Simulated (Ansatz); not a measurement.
# Si₂H₄F₂ (built from SMILES F[Si]F.[SiH4]): search for a transition state, part 2 of 2

Ansatz 0.2.0, Gaussian basis; PBE0-D4. The steps go on from the part before.

## (8) Relaxing after a step of 0.30 Å the other way along the mode

Contents of downb/in.yaml:

```yaml
crystal:
  periodic: [false, false, false]
  atoms:
    - {symbol: Si, position_ang: [-1.110110, -0.850557, -0.647943]}
    - {symbol: F, position_ang: [-0.141941, -1.948377, -1.535210]}
    - {symbol: F, position_ang: [-1.655549, 0.086668, -1.851556]}
    - {symbol: H, position_ang: [0.492240, 0.435691, -0.645123]}
    - {symbol: Si, position_ang: [0.527982, 0.509386, 0.818194]}
    - {symbol: H, position_ang: [-0.611978, 0.611549, 1.854304]}
    - {symbol: H, position_ang: [1.140930, 1.853748, 0.838648]}
    - {symbol: H, position_ang: [1.358526, -0.698207, 1.168886]}
basis:
  gaussian: {orbitals: def2-TZVP}
hamiltonian: {xc: pbe0, dispersion: d4}
relax: {f_tol: 0.005, max_steps: 200}
```

Run with:

```console
ansatz run in.yaml --threads 4 --pin off --events-out ev --progress --plain --max-ram 9574MiB
```

Log:

```text
Functional definition: PBE0
  name "PBE0"
  cite "Adamo & Barone, J. Chem. Phys. 110, 6158 (1999) doi:10.1063/1.478522"
  cite "Perdew, Burke & Ernzerhof, Phys. Rev. Lett. 77, 3865 (1996) doi:10.1103/PhysRevLett.77.3865"
  parent pbe
  parameter a = 0.25
  parameter kappa = 0.804
  parameter beta = 0.06672455060314922
  exchange = (1 - a)*pbe_x(kappa = kappa, mu = beta*pi^2/3) + a*exact_x
  correlation = pbe_c(beta = beta)
1024 factors; their error is unknown
mean field evaluation 1: about -21243.1056 eV, gradient 4.6e1 eV
mean field evaluation 2: about -21237.1166 eV, gradient 8.0e1 eV
mean field evaluation 4: about -21246.2066 eV, gradient 2.9e0 eV
mean field evaluation 8: about -21246.2221 eV, gradient 2.5e-2 eV
mean field evaluation 16: about -21246.3106 eV, gradient 2.5e-5 eV
mean field -21246.31063569 eV, -780.7875145950 hartree, gradient 2.5e-5 eV, S^2 0.000000; 0 other end points of the search recorded, 0 dependent functions left out
the calculation of the forces begins
reference -21246.31066574 eV, -780.7875156993 hartree; 25, 25 occupied and 135, 135 virtual orbitals, 1024 factors
relax step   1: F+E_penalty+E_count = -21246.44396347 eV  Δ(F+E_penalty+E_count) = +0.000e0 eV  max|allowed force component| = 2.070e0 eV/Å  Δτ_max = 0.0000 Å  (26 SCF iters, accepted)
these checks for a lower state are left out or cut short: starts, cluster_reference, orbital_swaps, neighbouring_geometries, increment
1024 factors; their error is unknown
mean field -21246.74870309 eV, -780.8036132750 hartree, gradient 1.1e-5 eV, S^2 0.000000; 0 other end points of the search recorded, 0 dependent functions left out
the calculation of the forces begins
reference -21246.74873365 eV, -780.8036143981 hartree; 25, 25 occupied and 135, 135 virtual orbitals, 1024 factors
relax step   2: F+E_penalty+E_count = -21246.88060102 eV  Δ(F+E_penalty+E_count) = -4.366e-1 eV  max|allowed force component| = 1.676e0 eV/Å  Δτ_max = 0.1911 Å  (35 SCF iters, accepted)
these checks for a lower state are left out or cut short: starts, cluster_reference, orbital_swaps, neighbouring_geometries, increment
1024 factors; their error is unknown
mean field -21246.91644898 eV, -780.8097778229 hartree, gradient 2.2e-5 eV, S^2 0.000000; 0 other end points of the search recorded, 0 dependent functions left out
the calculation of the forces begins
reference -21246.91648013 eV, -780.8097789675 hartree; 25, 25 occupied and 135, 135 virtual orbitals, 1024 factors
relax step   3: F+E_penalty+E_count = -21247.04513185 eV  Δ(F+E_penalty+E_count) = -1.645e-1 eV  max|allowed force component| = 1.247e0 eV/Å  Δτ_max = 0.2000 Å  (30 SCF iters, accepted)
[... from here on, the SCF cycles and remarks between the steps are left out ...]
relax step   4: F+E_penalty+E_count = -21247.11478828 eV  Δ(F+E_penalty+E_count) = -6.966e-2 eV  max|allowed force component| = 1.280e0 eV/Å  Δτ_max = 0.1932 Å  (33 SCF iters, accepted)
relax step   5: F+E_penalty+E_count = -21247.19987532 eV  Δ(F+E_penalty+E_count) = -8.509e-2 eV  max|allowed force component| = 5.115e-1 eV/Å  Δτ_max = 0.2000 Å  (29 SCF iters, accepted)
relax step   6: F+E_penalty+E_count = -21247.22231279 eV  Δ(F+E_penalty+E_count) = -2.244e-2 eV  max|allowed force component| = 6.956e-2 eV/Å  Δτ_max = 0.0811 Å  (28 SCF iters, accepted)
relax step   7: F+E_penalty+E_count = -21247.22898155 eV  Δ(F+E_penalty+E_count) = -6.669e-3 eV  max|allowed force component| = 2.470e-1 eV/Å  Δτ_max = 0.1531 Å  (28 SCF iters, accepted)
relax step   8: F+E_penalty+E_count = -21247.23059454 eV  Δ(F+E_penalty+E_count) = -1.613e-3 eV  max|allowed force component| = 1.508e-1 eV/Å  Δτ_max = 0.0510 Å  (29 SCF iters, accepted)
relax step   9: F+E_penalty+E_count = -21247.23273042 eV  Δ(F+E_penalty+E_count) = -2.136e-3 eV  max|allowed force component| = 4.413e-2 eV/Å  Δτ_max = 0.0338 Å  (28 SCF iters, accepted)
relax step  10: F+E_penalty+E_count = -21247.23380557 eV  Δ(F+E_penalty+E_count) = -1.075e-3 eV  max|allowed force component| = 5.340e-2 eV/Å  Δτ_max = 0.0461 Å  (28 SCF iters, accepted)
relax step  11: F+E_penalty+E_count = -21247.23583686 eV  Δ(F+E_penalty+E_count) = -2.031e-3 eV  max|allowed force component| = 8.702e-3 eV/Å  Δτ_max = 0.0671 Å  (28 SCF iters, accepted)
relax step  12: F+E_penalty+E_count = -21247.22877802 eV  Δ(F+E_penalty+E_count) = +7.059e-3 eV  max|allowed force component| = 3.841e-1 eV/Å  Δτ_max = 0.1953 Å  (30 SCF iters, rejected (line search))
relax step  13: F+E_penalty+E_count = -21247.23685971 eV  Δ(F+E_penalty+E_count) = -1.023e-3 eV  max|allowed force component| = 8.155e-3 eV/Å  Δτ_max = 0.0529 Å  (29 SCF iters, accepted)
relax step  14: F+E_penalty+E_count = -21247.23501369 eV  Δ(F+E_penalty+E_count) = +1.846e-3 eV  max|allowed force component| = 1.867e-1 eV/Å  Δτ_max = 0.0977 Å  (30 SCF iters, rejected (line search))
relax step  15: F+E_penalty+E_count = -21247.23737574 eV  Δ(F+E_penalty+E_count) = -5.160e-4 eV  max|allowed force component| = 3.558e-3 eV/Å  Δτ_max = 0.0369 Å  (28 SCF iters, accepted)
relax step  16: F+E_penalty+E_count = -21247.23769767 eV  Δ(F+E_penalty+E_count) = -3.219e-4 eV  max|allowed force component| = 1.568e-2 eV/Å  Δτ_max = 0.0494 Å  (28 SCF iters, accepted)
relax step  17: F+E_penalty+E_count = -21247.23773136 eV  Δ(F+E_penalty+E_count) = -3.369e-5 eV  max|allowed force component| = 2.251e-2 eV/Å  Δτ_max = 0.0103 Å  (28 SCF iters, accepted)
relax step  18: F+E_penalty+E_count = -21247.23775932 eV  Δ(F+E_penalty+E_count) = -2.796e-5 eV  max|allowed force component| = 2.374e-2 eV/Å  Δτ_max = 0.0041 Å  (23 SCF iters, accepted)
relax step  19: F+E_penalty+E_count = -21247.23779345 eV  Δ(F+E_penalty+E_count) = -3.413e-5 eV  max|allowed force component| = 2.395e-2 eV/Å  Δτ_max = 0.0096 Å  (29 SCF iters, accepted)
relax step  20: F+E_penalty+E_count = -21247.23782536 eV  Δ(F+E_penalty+E_count) = -3.190e-5 eV  max|allowed force component| = 4.365e-3 eV/Å  Δτ_max = 0.0132 Å  (28 SCF iters, accepted)
relax step  21: F+E_penalty+E_count = -21247.23785262 eV  Δ(F+E_penalty+E_count) = -2.726e-5 eV  max|allowed force component| = 9.961e-3 eV/Å  Δτ_max = 0.0121 Å  (29 SCF iters, accepted)
relax step  22: F+E_penalty+E_count = -21247.23788470 eV  Δ(F+E_penalty+E_count) = -3.208e-5 eV  max|allowed force component| = 1.605e-2 eV/Å  Δτ_max = 0.0179 Å  (27 SCF iters, accepted)
relax step  23: F+E_penalty+E_count = -21247.23792398 eV  Δ(F+E_penalty+E_count) = -3.929e-5 eV  max|allowed force component| = 2.178e-2 eV/Å  Δτ_max = 0.0271 Å  (28 SCF iters, accepted)
relax step  24: F+E_penalty+E_count = -21247.23795284 eV  Δ(F+E_penalty+E_count) = -2.886e-5 eV  max|allowed force component| = 1.930e-2 eV/Å  Δτ_max = 0.0116 Å  (29 SCF iters, accepted)
relax step  25: F+E_penalty+E_count = -21247.23765152 eV  Δ(F+E_penalty+E_count) = +3.013e-4 eV  max|allowed force component| = 4.120e-2 eV/Å  Δτ_max = 0.0444 Å  (28 SCF iters, rejected (line search))
relax step  26: F+E_penalty+E_count = -21247.23798579 eV  Δ(F+E_penalty+E_count) = -3.295e-5 eV  max|allowed force component| = 2.553e-2 eV/Å  Δτ_max = 0.0218 Å  (28 SCF iters, accepted)
relax step  27: F+E_penalty+E_count = -21247.23798045 eV  Δ(F+E_penalty+E_count) = +5.340e-6 eV  max|allowed force component| = 3.034e-2 eV/Å  Δτ_max = 0.0152 Å  (27 SCF iters, rejected (line search))
relax step  28: F+E_penalty+E_count = -21247.23800115 eV  Δ(F+E_penalty+E_count) = -1.536e-5 eV  max|allowed force component| = 2.521e-2 eV/Å  Δτ_max = 0.0073 Å  (29 SCF iters, accepted)
relax step  29: F+E_penalty+E_count = -21247.23800816 eV  Δ(F+E_penalty+E_count) = -7.012e-6 eV  max|allowed force component| = 2.399e-2 eV/Å  Δτ_max = 0.0060 Å  (30 SCF iters, accepted)
relax step  30: F+E_penalty+E_count = -21247.23801723 eV  Δ(F+E_penalty+E_count) = -9.069e-6 eV  max|allowed force component| = 2.204e-2 eV/Å  Δτ_max = 0.0093 Å  (29 SCF iters, accepted)
relax step  31: F+E_penalty+E_count = -21247.23802850 eV  Δ(F+E_penalty+E_count) = -1.127e-5 eV  max|allowed force component| = 2.114e-2 eV/Å  Δτ_max = 0.0137 Å  (29 SCF iters, accepted)
relax step  32: F+E_penalty+E_count = -21247.23803630 eV  Δ(F+E_penalty+E_count) = -7.794e-6 eV  max|allowed force component| = 2.167e-2 eV/Å  Δτ_max = 0.0133 Å  (29 SCF iters, accepted)
relax step  33: F+E_penalty+E_count = -21247.23804096 eV  Δ(F+E_penalty+E_count) = -4.668e-6 eV  max|allowed force component| = 2.079e-2 eV/Å  Δτ_max = 0.0065 Å  (29 SCF iters, accepted)
relax step  34: F+E_penalty+E_count = -21247.23803916 eV  Δ(F+E_penalty+E_count) = +1.809e-6 eV  max|allowed force component| = 1.989e-2 eV/Å  Δτ_max = 0.0216 Å  (28 SCF iters, rejected (line search))
relax step  35: F+E_penalty+E_count = -21247.23804541 eV  Δ(F+E_penalty+E_count) = -4.449e-6 eV  max|allowed force component| = 1.286e-2 eV/Å  Δτ_max = 0.0106 Å  (30 SCF iters, accepted)
relax step  36: F+E_penalty+E_count = -21247.23805421 eV  Δ(F+E_penalty+E_count) = -8.799e-6 eV  max|allowed force component| = 1.005e-2 eV/Å  Δτ_max = 0.0087 Å  (30 SCF iters, accepted)
these checks for a lower state are left out or cut short: starts, cluster_reference, orbital_swaps, neighbouring_geometries, increment
1024 factors; their error is unknown
mean field -21247.11921240 eV, -780.8172292412 hartree, gradient 1.1e-5 eV, S^2 0.000000; 0 other end points of the search recorded, 0 dependent functions left out
the calculation of the forces begins
reference -21247.11924343 eV, -780.8172303814 hartree; 25, 25 occupied and 135, 135 virtual orbitals, 1024 factors
relax step  37: F+E_penalty+E_count = -21247.23805720 eV  Δ(F+E_penalty+E_count) = -2.984e-6 eV  max|allowed force component| = 3.986e-3 eV/Å  Δτ_max = 0.0048 Å  (31 SCF iters, accepted)
1024 factors; their error is unknown
mean field -21247.11921240 eV, -780.8172292412 hartree, gradient 1.4e-5 eV, S^2 0.000000; 1 other end points of the search recorded, 0 dependent functions left out
the calculation of the forces begins
reference -21247.11924343 eV, -780.8172303814 hartree; 25, 25 occupied and 135, 135 virtual orbitals, 1024 factors
Total energy: -21247.23808822 eV, -780.8215978470 hartree
Atom 0 at    -1.246115    -1.360757    -0.986500 Å, force    -0.000221     0.001687    -0.003986 eV/Å
Atom 1 at    -0.176193    -1.850392    -2.075504 Å, force    -0.002171     0.001133     0.001866 eV/Å
Atom 2 at    -2.075723    -0.293110    -1.848131 Å, force     0.002441    -0.002832     0.002125 eV/Å
Atom 3 at     0.444529     0.630082    -0.472899 Å, force     0.000417     0.000157     0.002378 eV/Å
Atom 4 at     0.702207     0.701639     0.996284 Å, force    -0.002399    -0.000491    -0.002138 eV/Å
Atom 5 at    -0.584140     0.948727     1.691817 Å, force     0.001917    -0.000073    -0.000706 eV/Å
Atom 6 at     1.652108     1.812579     1.256030 Å, force    -0.000062    -0.000106     0.000312 eV/Å
Atom 7 at     1.283428    -0.588866     1.439103 Å, force     0.000078     0.000525     0.000150 eV/Å
Dipole moment:     0.057422     0.025024     0.299979 e Å
```

It took 2.3 min on 4 threads of Intel Xeon at 2.50GHz, shared host; peak memory 0.35 GiB.

Step by step: (not every step is listed)

| step | energy from step 1 (eV) | largest force component (eV/Å) |
| --- | --- | --- |
| 1 | 0.0000 | 2.0703 |
| 2 | -0.4366 | 1.6765 |
| 3 | -0.6012 | 1.2473 |
| 4 | -0.6708 | 1.2797 |
| 5 | -0.7559 | 0.5115 |
| 6 | -0.7783 | 0.0696 |
| 7 | -0.7850 | 0.2470 |
| 8 | -0.7866 | 0.1508 |
| 9 | -0.7888 | 0.0441 |
| 11 | -0.7919 | 0.0087 |
| 13 | -0.7929 | 0.0082 |
| 15 | -0.7934 | 0.0036 |
| 17 | -0.7938 | 0.0225 |
| 19 | -0.7938 | 0.0240 |
| 21 | -0.7939 | 0.0100 |
| 23 | -0.7940 | 0.0218 |
| 25 | -0.7937 | 0.0412 |
| 27 | -0.7940 | 0.0303 |
| 29 | -0.7940 | 0.0240 |
| 31 | -0.7941 | 0.0211 |
| 32 | -0.7941 | 0.0217 |
| 33 | -0.7941 | 0.0208 |
| 34 | -0.7941 | 0.0199 |
| 35 | -0.7941 | 0.0129 |
| 36 | -0.7941 | 0.0100 |
| 37 | -0.7941 | 0.0040 |

Distances of close pairs at the start and the end, largest changes first:

| bond | before (Å) | after (Å) | change (Å) |
| --- | --- | --- | --- |
| Si1–F2 | 1.712 | 1.603 | -0.108 |
| Si5–H6 | 1.544 | 1.483 | -0.061 |
| H4–Si5 | 1.466 | 1.493 | +0.028 |
| Si5–H8 | 1.507 | 1.483 | -0.024 |
| Si1–F3 | 1.620 | 1.603 | -0.017 |
| Si5–H7 | 1.478 | 1.485 | +0.007 |

## (9) The three structures

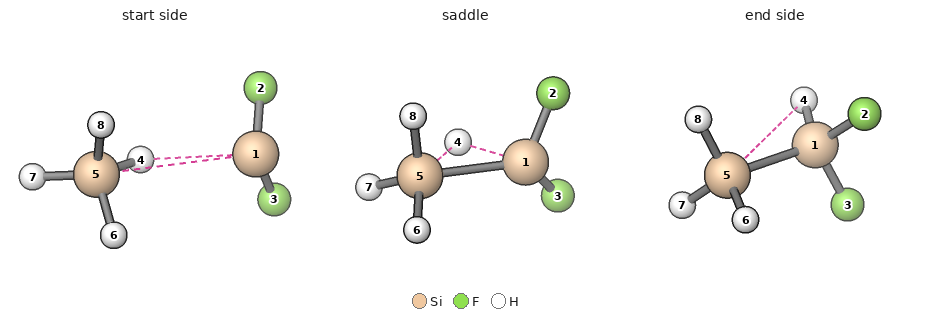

The minimum on the start side, the saddle and the minimum on the end side; broken lines mark the pairs that change.

| pair | start side (Å) | saddle (Å) | end side (Å) |
| --- | --- | --- | --- |
| Si1–H4 | 2.662 | 1.740 | 1.482 |
| Si1–Si5 | 3.461 | 2.345 | 2.342 |
| H4–Si5 | 1.493 | 1.729 | 3.273 |

## (10) What came out

What follows sums up all 2 parts.

| quantity | value |
| --- | --- |
| imaginary mode | 514i cm⁻¹ |
| barrier from the start side | 1.002 eV |
| barrier from the end side | 2.408 eV |
| energy of the step | -1.406 eV |
| pairs that change | Si1–H4 formed, Si1–Si5 formed, H4–Si5 broken |
| zero-point energy at the saddle | 1.030 eV |

One imaginary mode, 514i cm⁻¹, makes this a first-order saddle. Going downhill both ways gives the intended start and end. At PBE0-D4/def2-TZVP the electronic barrier is 1.002 eV, about 39 kT at 298 K, and the step runs 1.406 eV downhill. The ends are the nearest minima, not always the lowest complexes.
